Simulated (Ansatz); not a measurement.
Run report: TiNH4Cl3O, frequency calculation

- system: TiNH4Cl3O
- method: RKS PBE0/def2-SVP (Ansatz 0.2.0)

It belongs to a series of runs on one base structure; here: vibrations at the highest image of the band. Figures and captions count atoms from 1; the log counts them from 0 in places.

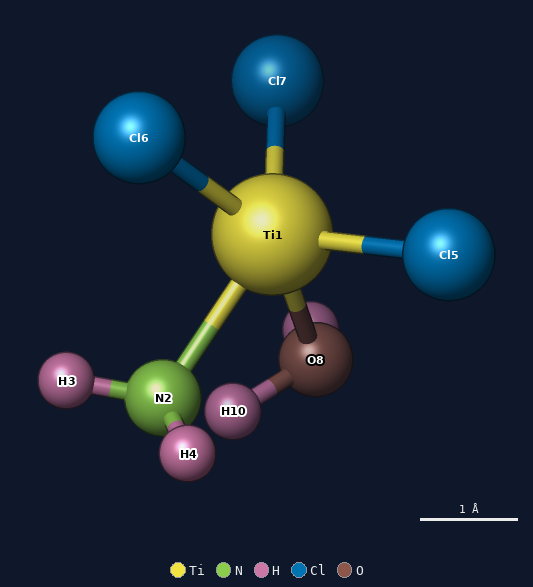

*The structure as given in the input (ball-and-stick view, seen at a tilt; atoms are numbered from 1 in the order of the input). Sticks mark near contacts.*

## Summary

```tsv
quantity	value
outcome	converged
total energy	−64252.6522 eV
mean-field energy	−64252.6522 eV
largest force (length of the vector)	0.042 eV/Å
hardware	4 threads of Arm Neoverse V1, 24 GiB of memory available, shared host
wall time	2.4 min (CPU time 9 min)
peak memory	0.41 GiB
```

## Input file
```yaml
crystal:
  periodic: [false, false, false]
  atoms:
    - { symbol: Ti, position_ang: [0.156006, -0.278777, 0.120007] }
    - { symbol: "N", position_ang: [0.228762, -0.058297, 2.147252] }
    - { symbol: H, position_ang: [-0.661106, 0.21978, 2.561179] }
    - { symbol: H, position_ang: [0.921124, 0.642918, 2.42087] }
    - { symbol: Cl, position_ang: [1.965546, 0.447246, -0.821888] }
    - { symbol: Cl, position_ang: [-1.235662, 1.425984, -0.020553] }
    - { symbol: Cl, position_ang: [-1.012758, -1.698966, -1.11391] }
    - { symbol: O, position_ang: [0.938888, -1.963325, 1.037285] }
    - { symbol: H, position_ang: [0.54049, -2.826805, 0.876079] }
    - { symbol: H, position_ang: [0.64771, -1.377958, 1.934077] }
basis:
  gaussian: { orbitals: def2-SVP }
hamiltonian:
  xc: pbe0
phonons: {}
```

Command:
```bash
ansatz run input.yaml --threads 4 --pin off --max-ram 5120MiB --backend cpu --events-out ev --progress --plain --runs-dir out
```

## Log
```
Engine: ansatz 0.2.0, aarch64-unknown-linux-gnu
Functional definition: PBE0
  parameter a = 0.25
  parameter kappa = 0.804
  parameter beta = 0.06672455060314922
  exchange = (1 - a)*pbe_x(kappa = kappa, mu = beta*pi^2/3) + a*exact_x
  correlation = pbe_c(beta = beta)
1443 factors; integrals over basis functions are off by at most 2.6e-4 eV
mean field evaluation 1: about -64242.8191 eV, gradient 6.9e1 eV
mean field evaluation 2: about -63948.4767 eV, gradient 3.8e2 eV
mean field evaluation 4: about -64249.3003 eV, gradient 3.8e1 eV
mean field evaluation 8: about -64252.6012 eV, gradient 1.4e-1 eV
mean field evaluation 16: about -64252.6521 eV, gradient 1.4e-4 eV
mean field -64252.65213548 eV, -2361.2414139672 hartree, gradient 5.4e-5 eV, S^2 0.000000; 0 other end points of the search recorded, 0 dependent functions left out
the calculation of the forces begins
reference -64252.65221417 eV, -2361.2414168587 hartree; 46, 46 occupied and 87, 87 virtual orbitals, 1443 factors
these checks for a lower state are left out or cut short: stability, starts, cluster_reference, orbital_swaps, neighbouring_geometries, increment
1443 factors; integrals over basis functions are off by at most 2.6e-4 eV
mean field -64252.65201459 eV, -2361.2414095243 hartree, gradient 2.0e-6 eV, S^2 0.000000; 0 other end points of the search recorded, 0 dependent functions left out
[... from here on the field's lines of each further geometry are left out, up to the last ...]
the calculation of the forces begins
reference -64252.65217569 eV, -2361.2414154447 hartree; 46, 46 occupied and 87, 87 virtual orbitals, 1443 factors
these checks for a lower state are left out or cut short: stability, starts, cluster_reference, orbital_swaps, neighbouring_geometries, increment
1443 factors; integrals over basis functions are off by at most 2.6e-4 eV
mean field -64252.65209527 eV, -2361.2414124892 hartree, gradient 1.2e-6 eV, S^2 0.000000; 0 other end points of the search recorded, 0 dependent functions left out
the calculation of the forces begins
reference -64252.65217395 eV, -2361.2414153808 hartree; 46, 46 occupied and 87, 87 virtual orbitals, 1443 factors
WARN: phonons: modes at or below zero, which the zero-point energy, F, S and C_V leave out: 1, the lowest at -765.67 cm⁻¹. A minimum has none, and a first-order saddle one
Total energy: -64252.65221417 eV, -2361.2414168587 hartree
Atom 0 at     0.156006    -0.278777     0.120007 Å, force    -0.015972    -0.010875     0.005487 eV/Å
Atom 1 at     0.228762    -0.058297     2.147252 Å, force    -0.003756     0.001614    -0.023190 eV/Å
Atom 2 at    -0.661106     0.219780     2.561179 Å, force     0.003987     0.012070     0.005962 eV/Å
Atom 3 at     0.921124     0.642918     2.420870 Å, force    -0.005450    -0.004597     0.009764 eV/Å
Atom 4 at     1.965546     0.447246    -0.821888 Å, force     0.002216     0.004541    -0.000343 eV/Å
Atom 5 at    -1.235662     1.425984    -0.020553 Å, force     0.002745     0.001272    -0.005238 eV/Å
Atom 6 at    -1.012758    -1.698966    -1.113910 Å, force     0.003632     0.003024    -0.001461 eV/Å
Atom 7 at     0.938888    -1.963325     1.037285 Å, force     0.006472     0.029516    -0.005558 eV/Å
Atom 8 at     0.540490    -2.826805     0.876079 Å, force    -0.010294     0.002191     0.014287 eV/Å
Atom 9 at     0.647710    -1.377958     1.934077 Å, force     0.016422    -0.038755     0.000290 eV/Å
Dipole moment:     0.052011    -0.239393     0.697625 e Å
Vibrations: -765.67 49.08 101.62 139.72 152.53 175.76 196.15 212.39 366.93 389.65 437.74 455.18 498.47 571.64 663.78 692.75 730.52 855.84 1412.71 1515.44 1992.01 3525.02 3623.18 3892.26 cm⁻¹, zero-point energy 1.404144 eV
```

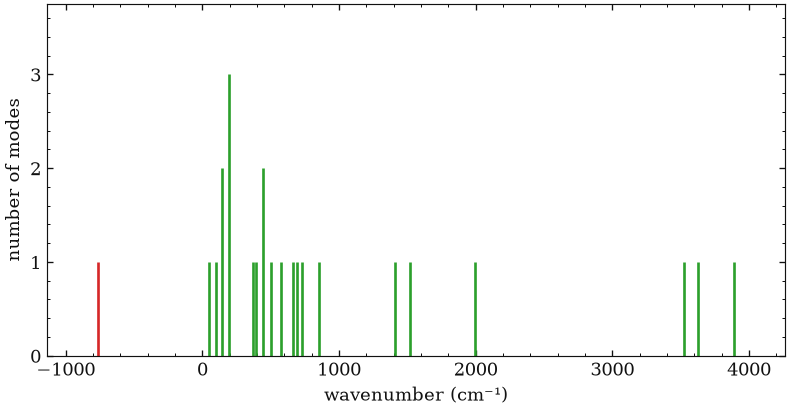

*Harmonic vibrational wavenumbers from the force constants; neighbouring modes closer than 21 cm⁻¹ are counted in one stick, and imaginary ones are drawn at negative wavenumbers.*

24 modes from 766i to 3892 cm⁻¹, 1 imaginary beyond 8i (766i cm⁻¹): a first-order saddle point, if the geometry is stationary.
